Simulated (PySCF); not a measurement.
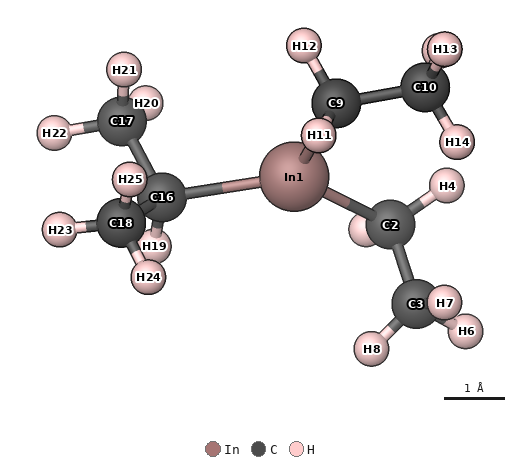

*The structure as given in the input (ball-and-stick view, seen at a tilt; atoms are numbered from 1 in the order of the input). Sticks mark near contacts.*

Bond lengths as drawn: C–C 1.49 to 1.55 Å, C–H 1.01 to 1.17 Å and C–In 2.22 to 2.41 Å.

# Run report: C7H17In, geometry relaxation (part 1 of 2)

C7H17In (InEt2(iPr)), SMILES C[CH2][In]([CH2]C)[CH](C)C, computed with PBE0-D3(BJ)/def2-SVP geometry optimisation, gas phase (PySCF 2.14.0).

It belongs to a series of runs on one base structure; here: one ligand: Et to iPr.

Input file:
```
{"job": {"xc": "PBE0", "basis": "def2-SVP", "d3": "d3bj", "grid": 1, "maxiter": 40, "shake": 0.03, "kind": "geom"}, "charge": 0, "multiplicity": 1}
In     0.224400    -0.022110    -0.187530
C      2.434980     0.171020    -0.270690
C      2.945320     0.352220     1.119700
H      2.845590     1.036650    -0.902330
H      2.845150    -0.746610    -0.747620
H      4.084790     0.445090     1.128120
H      2.642440     1.261370     1.608230
H      2.776620    -0.470690     1.763260
C     -1.039660     2.025050    -0.185810
C     -0.122870     3.180050    -0.499150
H     -1.556040     2.124660     0.749070
H     -1.794990     1.936910    -0.987810
H     -0.749410     4.162730    -0.546910
H      0.627360     3.259210     0.240480
H      0.341100     3.051000    -1.508370
C     -0.930550    -1.930950     0.036720
C     -1.542790    -2.338080    -1.324210
C     -2.013410    -1.843440     1.120340
H     -0.193160    -2.749480     0.310630
H     -0.854260    -2.445800    -2.073660
H     -2.321630    -1.620070    -1.672980
H     -2.047140    -3.390310    -1.263200
H     -2.522560    -2.760900     1.141310
H     -1.538830    -1.620060     2.047530
H     -2.650430    -1.103700     0.875460
```

The first line tells a small driver script what to run in PySCF; the rest is the geometry in Å.

Machine: 1 CPU thread, shared host.

Launched with:
```bash
OMP_NUM_THREADS=1 python <driver script> task.json out
```

The program's output:
```
step   0  E = -466.51119716  max force = 0.072886
step   1  E = -466.54723642  max force = 0.016302
step   2  E = -466.54941772  max force = 0.003969
step   3  E = -466.54982660  max force = 0.002587
step   4  E = -466.54995127  max force = 0.001429
step   5  E = -466.55001142  max force = 0.000483
step   6  E = -466.55003162  max force = 0.000586
step   7  E = -466.55004679  max force = 0.000564
step   8  E = -466.55005251  max force = 0.000729
step   9  E = -466.55004487  max force = 0.000691
step  10  E = -466.55004298  max force = 0.000610
step  11  E = -466.55004717  max force = 0.000332
step  12  E = -466.55004783  max force = 0.000179
step  13  E = -466.55004923  max force = 0.000125
step  14  E = -466.55005098  max force = 0.000096
optimisation converged
```

Trajectory as extended XYZ (Å, eV, eV/Å), 15 frames, from step=0 to step=14:
```
25
Properties=species:S:1:pos:R:3:forces:R:3 step=0 energy=-12694.41627
In    0.2244   -0.0221   -0.1875   -0.8570   1.0098  -0.0327
C     2.4350    0.1710   -0.2707    0.1829   0.6664  -1.5593
C     2.9453    0.3522    1.1197    2.7191   0.5067  -0.4006
H     2.8456    1.0367   -0.9023   -0.9125  -0.9407   0.5161
H     2.8451   -0.7466   -0.7476   -0.1233   0.2164   0.2628
H     4.0848    0.4451    1.1281   -0.9267  -0.1084  -0.1011
H     2.6424    1.2614    1.6082   -0.6432   0.7249   0.3752
H     2.7766   -0.4707    1.7633   -0.5942  -1.2421   1.0473
C    -1.0397    2.0250   -0.1858    1.0334  -1.5349  -1.3119
C    -0.1229    3.1801   -0.4991   -2.0894   1.0833  -1.5519
H    -1.5560    2.1247    0.7491   -0.4430   0.0587   0.9190
H    -1.7950    1.9369   -0.9878   -0.0601  -0.2264   0.1881
H    -0.7494    4.1627   -0.5469    1.1517  -1.1809   0.1346
H     0.6274    3.2592    0.2405    1.3197   0.4746   0.9961
H     0.3411    3.0510   -1.5084   -0.0471   0.1787   0.5757
C    -0.9305   -1.9309    0.0367    0.4538  -0.8399  -0.4929
C    -1.5428   -2.3381   -1.3242   -2.8017  -0.8478   2.5843
C    -2.0134   -1.8434    1.1203    3.7479  -1.2879  -0.8336
H    -0.1932   -2.7495    0.3106   -0.5003   0.7759  -0.1391
H    -0.8543   -2.4458   -2.0737    2.3304  -0.1640  -2.3663
H    -2.3216   -1.6201   -1.6730    0.2347  -0.2779   0.1761
H    -2.0471   -3.3903   -1.2632    0.5064   1.5533   0.0749
H    -2.5226   -2.7609    1.1413   -1.0908  -1.7292   0.3895
H    -1.5388   -1.6201    2.0475    0.2042   0.1109   1.3344
H    -2.6504   -1.1037    0.8755   -2.7948   3.0205  -0.7849
25
Properties=species:S:1:pos:R:3:forces:R:3 step=1 energy=-12695.39695
In    0.1908   -0.0008   -0.2035   -0.3535   0.4396   0.0850
C     2.3723    0.2024   -0.2978    0.0236  -0.1220  -0.1684
C     2.9234    0.3783    1.1097    0.8383   0.1009   0.0514
H     2.6972    1.0418   -0.9383   -0.2440   0.0030   0.0570
H     2.7840   -0.7044   -0.7713    0.0261  -0.0272   0.0904
H     4.0314    0.4873    1.1076   -0.1955  -0.0380  -0.0806
H     2.5654    1.2930    1.6067   -0.2229  -0.0314   0.0504
H     2.7380   -0.4815    1.7707   -0.2387  -0.0198   0.0461
C    -0.9950    1.9036   -0.2018    0.6382  -0.5174  -0.2765
C    -0.0896    3.0965   -0.4919   -0.6073   0.2220  -0.1192
H    -1.5174    1.9873    0.7616   -0.0728   0.0492   0.0571
H    -1.7597    1.7822   -0.9873   -0.0889   0.0628   0.0863
H    -0.6677    4.0446   -0.5259    0.1661  -0.0850   0.0865
H     0.7000    3.2161    0.2611    0.1218   0.0296   0.0447
H     0.3900    3.0082   -1.4796    0.1239  -0.0392   0.0454
C    -0.9170   -1.8929    0.0243    0.0268  -0.1502   0.0023
C    -1.5202   -2.2930   -1.3204   -0.2630  -0.2822   0.2082
C    -1.9908   -1.8076    1.1186    0.7206  -0.0044  -0.5370
H    -0.1812   -2.6734    0.2960   -0.0250   0.1169   0.0715
H    -0.7754   -2.3863   -2.1200    0.1554   0.0810  -0.1461
H    -2.2986   -1.5849   -1.6523    0.0356   0.0158  -0.0439
H    -2.0079   -3.2909   -1.2510   -0.0074   0.1900   0.0009
H    -2.5292   -2.7634    1.1813   -0.1888  -0.1226   0.1701
H    -1.5418   -1.5788    2.0937   -0.0905  -0.0425   0.1831
H    -2.7109   -1.0198    0.8802   -0.2781   0.1712   0.0355
25
Properties=species:S:1:pos:R:3:forces:R:3 step=2 energy=-12695.45630
In    0.1840    0.0137   -0.2000    0.0117  -0.1141   0.0611
C     2.3644    0.1935   -0.2981    0.0426  -0.2041   0.0261
C     2.9397    0.3824    1.1034    0.1164   0.0444   0.0378
H     2.6518    1.0328   -0.9484   -0.0723   0.0786  -0.0325
H     2.7781   -0.7174   -0.7609    0.0104   0.0062   0.0057
H     4.0392    0.4925    1.0951    0.0021  -0.0065  -0.0301
H     2.5475    1.2885    1.5963   -0.0258  -0.0333   0.0210
H     2.7245   -0.4739    1.7653   -0.0451   0.0354  -0.0024
C    -0.9682    1.8611   -0.2176    0.1536   0.0906  -0.1082
C    -0.0985    3.0841   -0.4869   -0.1291   0.0470  -0.0112
H    -1.4997    1.9421    0.7447   -0.0556   0.0169  -0.0078
H    -1.7400    1.7414   -0.9960   -0.0915   0.0601   0.0436
H    -0.6786    4.0224   -0.5034   -0.0314   0.0458   0.0276
H     0.6887    3.2092    0.2740    0.0200  -0.0061  -0.0109
H     0.4070    3.0174   -1.4638    0.0529  -0.0136   0.0121
C    -0.9106   -1.8836    0.0234   -0.0404  -0.0565  -0.0309
C    -1.5169   -2.2845   -1.3201    0.0670  -0.0132   0.0048
C    -1.9797   -1.7921    1.1091    0.1306   0.0428  -0.1149
H    -0.1739   -2.6519    0.3120    0.0346   0.0023   0.0123
H    -0.7623   -2.3712   -2.1206   -0.0173   0.0175   0.0096
H    -2.2815   -1.5647   -1.6584    0.0130   0.0315  -0.0160
H    -2.0196   -3.2665   -1.2567   -0.0532  -0.0464   0.0158
H    -2.5355   -2.7437    1.2009   -0.0325  -0.0026   0.0360
H    -1.5520   -1.5618    2.0980   -0.0262  -0.0189   0.0278
H    -2.7179   -1.0058    0.8793   -0.0346  -0.0035   0.0238
25
Properties=species:S:1:pos:R:3:forces:R:3 step=3 energy=-12695.46743
In    0.1885    0.0082   -0.1940   -0.0932   0.1092   0.0249
C     2.3727    0.1551   -0.2918    0.0357  -0.0841   0.0923
C     2.9677    0.3598    1.1026   -0.1330   0.0074   0.0002
H     2.6427    0.9917   -0.9542   -0.0036   0.0406  -0.0249
H     2.7799   -0.7614   -0.7485   -0.0076   0.0081  -0.0208
H     4.0655    0.4627    1.0804    0.0437   0.0003  -0.0018
H     2.5730    1.2682    1.5906    0.0425  -0.0144  -0.0106
H     2.7401   -0.4857    1.7753    0.0355   0.0302  -0.0201
C    -0.9726    1.8814   -0.2327    0.1197  -0.0088  -0.0346
C    -0.1282    3.1254   -0.4870    0.0713  -0.0445   0.0390
H    -1.5157    1.9615    0.7252    0.0003  -0.0348  -0.0091
H    -1.7506    1.7669   -1.0068   -0.0257   0.0005   0.0107
H    -0.7225    4.0548   -0.4942   -0.0583   0.0191  -0.0007
H     0.6540    3.2577    0.2804   -0.0268  -0.0121  -0.0206
H     0.3948    3.0767   -1.4560    0.0020  -0.0005  -0.0077
C    -0.9049   -1.8912    0.0257   -0.0501  -0.0102  -0.0258
C    -1.5046   -2.2967   -1.3184    0.1034   0.0406  -0.0632
C    -1.9764   -1.7898    1.1032   -0.1178   0.0375   0.0666
H    -0.1689   -2.6552    0.3266    0.0428  -0.0050  -0.0048
H    -0.7431   -2.3899   -2.1144   -0.0639  -0.0150   0.0614
H    -2.2555   -1.5671   -1.6672    0.0015   0.0137  -0.0070
H    -2.0227   -3.2708   -1.2538   -0.0243  -0.0448   0.0085
H    -2.5423   -2.7372    1.2082    0.0304   0.0323  -0.0234
H    -1.5612   -1.5578    2.0989    0.0080  -0.0039  -0.0357
H    -2.7198   -1.0036    0.8725    0.0678  -0.0614   0.0073
25
Properties=species:S:1:pos:R:3:forces:R:3 step=4 energy=-12695.47082
In    0.1840    0.0103   -0.1887   -0.0241   0.0097   0.0124
C     2.3704    0.1480   -0.2873    0.0052  -0.0092   0.0557
C     2.9768    0.3644    1.0998   -0.0391  -0.0019  -0.0272
H     2.6344    0.9831   -0.9569   -0.0064  -0.0064   0.0014
H     2.7728   -0.7703   -0.7441    0.0003   0.0059  -0.0073
H     4.0758    0.4642    1.0633    0.0077  -0.0020   0.0083
H     2.5925    1.2780    1.5846    0.0177   0.0032  -0.0142
H     2.7572   -0.4735    1.7830    0.0182   0.0034  -0.0073
C    -0.9658    1.8788   -0.2354    0.0274   0.0201  -0.0292
C    -0.1261    3.1263   -0.4816    0.0218   0.0160   0.0231
H    -1.5132    1.9534    0.7204    0.0016  -0.0178   0.0026
H    -1.7451    1.7665   -1.0093   -0.0052   0.0008   0.0066
H    -0.7308    4.0512   -0.4862    0.0023  -0.0183  -0.0078
H     0.6513    3.2593    0.2894   -0.0160  -0.0030  -0.0049
H     0.4019    3.0853   -1.4486   -0.0118   0.0008  -0.0020
C    -0.9112   -1.8904    0.0268   -0.0037  -0.0082  -0.0174
C    -1.5036   -2.2998   -1.3191    0.0200   0.0012  -0.0215
C    -1.9868   -1.7867    1.1002   -0.0735   0.0072   0.0444
H    -0.1736   -2.6527    0.3318    0.0129   0.0150  -0.0055
H    -0.7396   -2.4014   -2.1093   -0.0207  -0.0155   0.0284
H    -2.2487   -1.5678   -1.6764    0.0021  -0.0013  -0.0043
H    -2.0276   -3.2729   -1.2515    0.0015   0.0143   0.0001
H    -2.5523   -2.7337    1.2038    0.0157   0.0128  -0.0151
H    -1.5742   -1.5537    2.0961    0.0096   0.0003  -0.0181
H    -2.7284   -1.0021    0.8657    0.0369  -0.0271  -0.0011
25
Properties=species:S:1:pos:R:3:forces:R:3 step=5 energy=-12695.47246
In    0.1788    0.0110   -0.1813    0.0113  -0.0220   0.0006
C     2.3668    0.1367   -0.2817   -0.0186   0.0164   0.0175
C     2.9896    0.3679    1.0940    0.0245  -0.0016  -0.0199
H     2.6253    0.9654   -0.9616   -0.0001  -0.0104  -0.0042
H     2.7626   -0.7856   -0.7359    0.0034  -0.0032  -0.0003
H     4.0891    0.4616    1.0419   -0.0056  -0.0023   0.0052
H     2.6187    1.2909    1.5702   -0.0027   0.0086  -0.0032
H     2.7780   -0.4593    1.7915   -0.0033  -0.0079   0.0060
C    -0.9610    1.8815   -0.2376   -0.0248   0.0129  -0.0056
C    -0.1243    3.1320   -0.4736    0.0031   0.0056   0.0057
H    -1.5135    1.9499    0.7160    0.0037  -0.0026   0.0072
H    -1.7399    1.7718   -1.0125    0.0087  -0.0002  -0.0024
H    -0.7352    4.0522   -0.4783    0.0084   0.0010  -0.0069
H     0.6467    3.2650    0.3029   -0.0004   0.0019   0.0052
H     0.4088    3.0972   -1.4379   -0.0065   0.0000  -0.0016
C    -0.9190   -1.8894    0.0294    0.0075   0.0051  -0.0089
C    -1.5009   -2.3048   -1.3189   -0.0177   0.0024   0.0090
C    -2.0014   -1.7844    1.0965   -0.0075  -0.0171   0.0084
H    -0.1802   -2.6481    0.3407    0.0021   0.0109  -0.0013
H    -0.7309   -2.4195   -2.0993    0.0156  -0.0095  -0.0063
H    -2.2381   -1.5716   -1.6903    0.0043  -0.0022  -0.0017
H    -2.0316   -3.2738   -1.2479   -0.0041   0.0072   0.0005
H    -2.5654   -2.7317    1.1966   -0.0008  -0.0036  -0.0019
H    -1.5926   -1.5493    2.0928    0.0025   0.0025   0.0021
H    -2.7402   -1.0016    0.8548   -0.0031   0.0082  -0.0032
25
Properties=species:S:1:pos:R:3:forces:R:3 step=6 energy=-12695.47301
In    0.1756    0.0109   -0.1761    0.0127  -0.0141  -0.0021
C     2.3639    0.1286   -0.2794   -0.0143   0.0163  -0.0064
C     2.9984    0.3708    1.0884    0.0258   0.0020  -0.0059
H     2.6202    0.9502   -0.9688    0.0026  -0.0093  -0.0036
H     2.7544   -0.7983   -0.7293    0.0018  -0.0044   0.0037
H     4.0980    0.4583    1.0272   -0.0057  -0.0025   0.0001
H     2.6363    1.3013    1.5564   -0.0050   0.0037   0.0015
H     2.7887   -0.4477    1.7967   -0.0079  -0.0041   0.0057
C    -0.9595    1.8849   -0.2372   -0.0301   0.0044   0.0136
C    -0.1218    3.1359   -0.4671   -0.0033  -0.0002  -0.0026
H    -1.5148    1.9507    0.7151    0.0037   0.0024   0.0020
H    -1.7364    1.7773   -1.0143    0.0101  -0.0006  -0.0059
H    -0.7330    4.0560   -0.4738    0.0079  -0.0004  -0.0031
H     0.6452    3.2677    0.3135    0.0033   0.0026   0.0042
H     0.4150    3.1026   -1.4293   -0.0002   0.0004  -0.0003
C    -0.9243   -1.8885    0.0320    0.0005   0.0072   0.0008
C    -1.4980   -2.3083   -1.3183   -0.0171  -0.0034   0.0111
C    -2.0127   -1.7834    1.0937    0.0166  -0.0178  -0.0077
H    -0.1855   -2.6448    0.3487   -0.0001   0.0043   0.0013
H    -0.7220   -2.4325   -2.0910    0.0153  -0.0051  -0.0105
H    -2.2285   -1.5741   -1.7004    0.0033   0.0002  -0.0019
H    -2.0345   -3.2741   -1.2455   -0.0019   0.0076   0.0006
H    -2.5756   -2.7315    1.1914   -0.0040  -0.0049   0.0019
H    -1.6085   -1.5465    2.0914   -0.0013   0.0022   0.0054
H    -2.7504   -1.0017    0.8467   -0.0126   0.0138  -0.0019
25
Properties=species:S:1:pos:R:3:forces:R:3 step=7 energy=-12695.47342
In    0.1715    0.0106   -0.1691    0.0062   0.0010  -0.0021
C     2.3600    0.1178   -0.2787   -0.0030   0.0070  -0.0273
C     3.0085    0.3766    1.0789    0.0101   0.0055   0.0093
H     2.6152    0.9274   -0.9826    0.0037  -0.0041  -0.0030
H     2.7428   -0.8169   -0.7192   -0.0005  -0.0039   0.0081
H     4.1080    0.4539    1.0072   -0.0024  -0.0025  -0.0034
H     2.6578    1.3181    1.5340   -0.0032  -0.0022   0.0033
H     2.7980   -0.4283    1.8027   -0.0065   0.0018   0.0022
C    -0.9581    1.8890   -0.2341   -0.0182  -0.0054   0.0290
C    -0.1159    3.1383   -0.4571   -0.0031  -0.0066  -0.0092
H    -1.5170    1.9535    0.7164    0.0006   0.0059  -0.0050
H    -1.7313    1.7845   -1.0151    0.0063  -0.0004  -0.0066
H    -0.7242    4.0601   -0.4678    0.0011   0.0017   0.0014
H     0.6460    3.2677    0.3288    0.0041   0.0018   0.0008
H     0.4263    3.1045   -1.4162    0.0057  -0.0004   0.0017
C    -0.9318   -1.8868    0.0365   -0.0045   0.0023   0.0082
C    -1.4935   -2.3122   -1.3170   -0.0014  -0.0033   0.0034
C    -2.0288   -1.7815    1.0895    0.0238  -0.0075  -0.0165
H    -0.1938   -2.6406    0.3610   -0.0023  -0.0023   0.0029
H    -0.7086   -2.4493   -2.0790    0.0044   0.0006  -0.0053
H    -2.2138   -1.5760   -1.7142    0.0016   0.0024  -0.0019
H    -2.0383   -3.2731   -1.2429   -0.0021   0.0013   0.0010
H    -2.5907   -2.7305    1.1838   -0.0046  -0.0024   0.0041
H    -1.6326   -1.5419    2.0898   -0.0038   0.0010   0.0043
H    -2.7655   -1.0011    0.8350   -0.0119   0.0088   0.0006
```
